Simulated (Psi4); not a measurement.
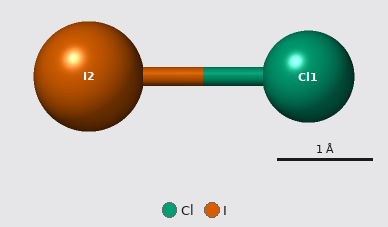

Figure 1. The structure as given in the input (ball-and-stick view, seen on its broad side; atoms are numbered from 1 in the order of the input). Bond lengths as drawn: Cl–I 2.31 Å.

## ICl (charge +1): single-point calculation

System: ICl (iodine monochloride), charge +1, multiplicity 2.
Method: B3LYP/def2-TZVP, UKS, core potentials def2 (Psi4 1.11).

The geometry is that of the parent species in another charge or spin state. The geometry comes from this level: PBE0-D4/def2-TZVP.

### Log
```
Psi4 1.11 release

   => Loading Basis Set <=

    Name: DEF2-TZVP
    Role: ORBITAL
    Keyword: BASIS

    !!!  WARNING: ECP capability is in beta. Please check occupations closely.  !!!

         ---------------------------------------------------------
                                   SCF
                              UKS Reference
                        1 Threads,   2098 MiB Core
         ---------------------------------------------------------

  ==> Geometry <==

    Molecular point group: c1
    Full point group: C_inf_v

    Geometry (in Angstrom), charge = 1, multiplicity = 2:

       Center              X                  Y                   Z               Mass
    ------------   -----------------  -----------------  -----------------  -----------------
         CL           0.000000000000     0.000000000000    -1.812296932551    34.968852682000
         I            0.000000000000     0.000000000000     0.499383067449   126.904471900000

  Running in c1 symmetry.

  Rotational constants: A = ************  B =      0.11507  C =      0.11507 [cm^-1]
  Rotational constants: A = ************  B =   3449.67948  C =   3449.67948 [MHz]
  Nuclear repulsion =   97.288688112000841

  Charge       = 1
  Multiplicity = 2
  Electrons    = 41
  Nalpha       = 21
  Nbeta        = 20

  ==> Algorithm <==

  SCF Algorithm Type is PK.
  DIIS enabled.
  MOM disabled.
  Fractional occupation disabled.
  Guess Type is SAD.
  Energy threshold   = 1.00e-09
  Density threshold  = 1.00e-08
  Integral threshold = 1.00e-12

  ==> Primary Basis <==

  Basis Set: DEF2-TZVP
    Blend: DEF2-TZVP
    Number of shells: 29
    Number of basis functions: 87
    Number of Cartesian functions: 101
    Spherical Harmonics?: true
    Max angular momentum: 3

  Core potential: DEF2-TZVP
    Number of shells: 4
    Number of ECP primitives: 29
    Number of ECP core electrons: 28
    Max angular momentum: 3

  ==> DFT Potential <==

   => LibXC <=

    Version 7.1.2

   => Composite Functional: B3LYP <=

    B3LYP Hyb-GGA Exchange-Correlation Functional

    Deriv               =              1
    GGA                 =           TRUE
    Meta                =          FALSE

    Exchange Hybrid     =           TRUE
    MP2 Hybrid          =          FALSE

   => Exchange Functionals <=

    0.0800   Slater exchange
    0.7200         Becke 88

   => Exact (HF) Exchange <=

    0.2000               HF

   => Correlation Functionals <=

    0.1900   Vosko, Wilk & Nusair (VWN5_RPA)
    0.8100   Lee, Yang & Parr

   => LibXC Density Thresholds  <==

    XC_HYB_GGA_XC_B3LYP:  1.00E-15

   => Molecular Quadrature <=

    Radial Scheme          =       TREUTLER
    Pruning Scheme         =           NONE
    Nuclear Scheme         =       TREUTLER

    Blocking Scheme        =         OCTREE
    BS radius alpha        =              1
    Pruning alpha          =              1
    Radial Points          =             99
    Spherical Points       =            590
    Total Points           =         106183
    Total Blocks           =            908
    Max Points             =            256
    Max Functions          =             82
    Weights Tolerance      =       1.00E-15

  ==> Integral Setup <==

  Using in-core PK algorithm.
   Calculation information:
      Number of atoms:                   2
      Number of AO shells:              29
      Number of primitives:             58
      Number of atomic orbitals:       101
      Number of basis functions:        87

      Integral cutoff                 1.00e-12
      Number of threads:                 1

  Performing in-core PK
  Using 14657412 doubles for integral storage.
  We computed 85521 shell quartets total.
  Whereas there are 94830 unique shell quartets.

  ==> DiskJK: Disk-Based J/K Matrices <==

    J tasked:                  Yes
    K tasked:                  Yes
    wK tasked:                  No
    Memory [MiB]:             1364
    Schwarz Cutoff:          1E-12

  Cached 100.0% of DFT collocation blocks in 0.204 [GiB].

  Minimum eigenvalue in the overlap matrix is 5.4730020497E-03.
  Reciprocal condition number of the overlap matrix is 1.4381952461E-03.
    Using symmetric orthogonalization.

  ==> Pre-Iterations <==

  SCF Guess: Superposition of Atomic Densities via on-the-fly atomic UHF (no occupation information).

   -------------------------
    Irrep   Nso     Nmo
   -------------------------
     A         87      87
   -------------------------
    Total      87      87
   -------------------------

  ==> Iterations <==

                        Total Energy        Delta E     RMS |[F,P]|

   @UKS iter SAD:  -755.66969130726159   -7.55670e+02   0.00000e+00
   @UKS iter   1:  -757.37072819065929   -1.70104e+00   9.23109e-03 DIIS/ADIIS
   @UKS iter   2:  -756.96244242761475    4.08286e-01   1.31091e-02 DIIS/ADIIS
   @UKS iter   3:  -757.63729605642868   -6.74854e-01   2.37546e-03 DIIS/ADIIS
   @UKS iter   4:  -757.64489867673205   -7.60262e-03   1.43400e-03 DIIS/ADIIS
   @UKS iter   5:  -757.65378514118117   -8.88646e-03   1.50058e-04 DIIS/ADIIS
   @UKS iter   6:  -757.65391309499034   -1.27954e-04   9.78052e-05 DIIS
   @UKS iter   7:  -757.65394781253747   -3.47175e-05   7.29094e-05 DIIS
   @UKS iter   8:  -757.65397988525103   -3.20727e-05   1.10510e-05 DIIS
   @UKS iter   9:  -757.65398091609052   -1.03084e-06   2.96906e-06 DIIS
   @UKS iter  10:  -757.65398102578581   -1.09695e-07   6.54620e-07 DIIS
   @UKS iter  11:  -757.65398103023495   -4.44913e-09   2.51207e-07 DIIS
   @UKS iter  12:  -757.65398103109817   -8.63224e-10   8.03437e-08 DIIS
   @UKS iter  13:  -757.65398103116752   -6.93490e-11   1.24990e-08 DIIS
   @UKS iter  14:  -757.65398103117047   -2.95586e-12   3.14831e-09 DIIS
  Energy and wave function converged.

  ==> Post-Iterations <==

   Electrons on quadrature grid:
      Nalpha   =   21.0000000847 ; deviation = 8.470e-08
      Nbeta    =   20.0000000703 ; deviation = 7.033e-08
      Ntotal   =   41.0000001550 ; deviation = 1.550e-07

   @Spin Contamination Metric:   2.923336915E-03
   @S^2 Expected:                7.500000000E-01
   @S^2 Observed:                7.529233369E-01
   @S   Expected:                5.000000000E-01
   @S   Observed:                5.000000000E-01

    Orbital Energies [Eh]
    ---------------------

    Alpha Occupied:

       1A   -101.832069     2A     -9.759243     3A     -7.521321
       4A     -7.517080     5A     -7.509136     6A     -7.190341
       7A     -5.214316     8A     -5.211003     9A     -5.194440
      10A     -2.265427    11A     -2.264640    12A     -2.251183
      13A     -2.247921    14A     -2.244457    15A     -1.128257
      16A     -0.986132    17A     -0.687208    18A     -0.644531
      19A     -0.622694    20A     -0.566792    21A     -0.538362

    Alpha Virtual:

      22A     -0.391969    23A     -0.081925    24A     -0.080362
      25A     -0.065019    26A     -0.059316    27A     -0.059129
      28A     -0.038771    29A     -0.027435    30A     -0.022545
      31A      0.077141    32A      0.123280    33A      0.133290
      34A      0.153881    35A      0.164074    36A      0.165840
      37A      0.243457    38A      0.258480    39A      0.261714
      40A      0.536532    41A      0.539949    42A      0.544242
      43A      0.544452    44A      0.571432    45A      0.597207
      46A      0.616968    47A      0.743211    48A      0.840465
      49A      0.863160    50A      1.032318    51A      1.038713
      52A      1.054149    53A      1.068002    54A      1.087057
      55A      1.087059    56A      1.454269    57A      1.454313
      58A      1.530293    59A      1.541502    60A      1.605877
      61A      1.796211    62A      1.796378    63A      1.804961
      64A      1.805002    65A      1.866545    66A      1.880249
      67A      1.928369    68A      1.936701    69A      1.943713
      70A      2.236568    71A      2.707260    72A      2.707284
      73A      2.709761    74A      2.709832    75A      2.820519
      76A      2.835207    77A      3.119254    78A      3.746508
      79A     10.363360    80A     10.375397    81A     10.558553
      82A     24.248907    83A     34.128798    84A     34.137313
      85A     34.221429    86A     42.195651    87A    117.414971

    Beta Occupied:

       1A   -101.829556     2A     -9.757065     3A     -7.520191
       4A     -7.509321     5A     -7.507767     6A     -7.187095
       7A     -5.213160     8A     -5.203565     9A     -5.193328
      10A     -2.261068    11A     -2.259388    12A     -2.250480
      13A     -2.242645    14A     -2.241163    15A     -1.114755
      16A     -0.960461    17A     -0.680121    18A     -0.617782
      19A     -0.604759    20A     -0.530308

    Beta Virtual:

      21A     -0.471761    22A     -0.383352    23A     -0.077244
      24A     -0.063268    25A     -0.063002    26A     -0.040419
      27A     -0.039250    28A     -0.027112    29A     -0.025960
      30A     -0.016514    31A      0.082216    32A      0.133846
      33A      0.134507    34A      0.161161    35A      0.179274
      36A      0.179713    37A      0.260569    38A      0.260844
      39A      0.266947    40A      0.555907    41A      0.556458
      42A      0.569191    43A      0.569295    44A      0.577524
      45A      0.615919    46A      0.619364    47A      0.748156
      48A      0.862601    49A      0.867078    50A      1.054661
      51A      1.058100    52A      1.059079    53A      1.085965
      54A      1.089601    55A      1.092646    56A      1.464064
      57A      1.464304    58A      1.539371    59A      1.542145
      60A      1.608960    61A      1.805928    62A      1.806206
      63A      1.820867    64A      1.820892    65A      1.878055
      66A      1.880933    67A      1.940709    68A      1.946012
      69A      1.946528    70A      2.239810    71A      2.713759
      72A      2.713795    73A      2.714133    74A      2.714322
      75A      2.827511    76A      2.836078    77A      3.123196
      78A      3.754274    79A     10.375151    80A     10.377392
      81A     10.560434    82A     24.252756    83A     34.135396
      84A     34.137901    85A     34.222094    86A     42.198391
      87A    117.405210

    Final Occupation by Irrep:
              A
    DOCC [    20 ]
    SOCC [     1 ]
    NA   [    21 ]
    NB   [    20 ]

  @UKS Final Energy:  -757.65398103117047

   => Energetics <=

    Nuclear Repulsion Energy =             97.2886881120008411
    One-Electron Energy =               -1335.0953248270229778
    Two-Electron Energy =                 520.7385245274216459
    DFT Exchange-Correlation Energy =     -40.5858688435698838
    Empirical Dispersion Energy =           0.0000000000000000
    VV10 Nonlocal Energy =                  0.0000000000000000
    Total Energy =                       -757.6539810311704741

  UHF NO Occupations:
  HONO-2 :   19  A 1.9995902
  HONO-1 :   20  A 1.9993077
  HONO-0 :   21  A 1.0000000
  LUNO+0 :   22  A 0.0006923
  LUNO+1 :   23  A 0.0004098
  LUNO+2 :   24  A 0.0001595
  LUNO+3 :   25  A 0.0001240

Computation Completed

Properties will be evaluated at   0.000000,   0.000000,   0.000000 [a0]

Properties computed using the SCF density matrix

 Multipole Moments:

 ------------------------------------------------------------------------------------
     Multipole            Electronic (a.u.)      Nuclear  (a.u.)        Total (a.u.)
 ------------------------------------------------------------------------------------

 L = 1.  Multiply by 2.5417464519 to convert [e a0] to [Debye]
 Dipole X            :         -0.0000003            0.0000000           -0.0000003
 Dipole Y            :          0.0000001            0.0000000            0.0000001
 Dipole Z            :         34.6578546          -34.6282319            0.0296227
 Magnitude           :                                                    0.0296227

 ------------------------------------------------------------------------------------

	total time  =          4 seconds =       0.07 minutes

    Psi4 run time: 0:00:04.78
```

The run was set up as follows.

### Input file (calc.in)
```
memory 2200 mb

molecule mol {
  1 2
  Cl
  I 1 r2

  r2 = 2.31168
  symmetry c1
  no_reorient
  no_com
}

set {
  basis def2-TZVP
  reference uks
  puream true
  e_convergence 1e-09
  d_convergence 1e-08
  scf_type pk
  dft_radial_points 99
  dft_spherical_points 590
  maxiter 100
}

energy("b3lyp")
```

Launch command:
```bash
psi4 calc.in calc.out -n 1
```

### Key numbers

- outcome: converged
- total energy: −757.653981 hartree
- basis functions: 87
- ⟨S²⟩: 0.753
- hardware: 1 thread of AMD EPYC (Zen 5), 32 GiB of memory available, shared host
- wall time: 5.4 s
- peak memory: 0.54 GiB
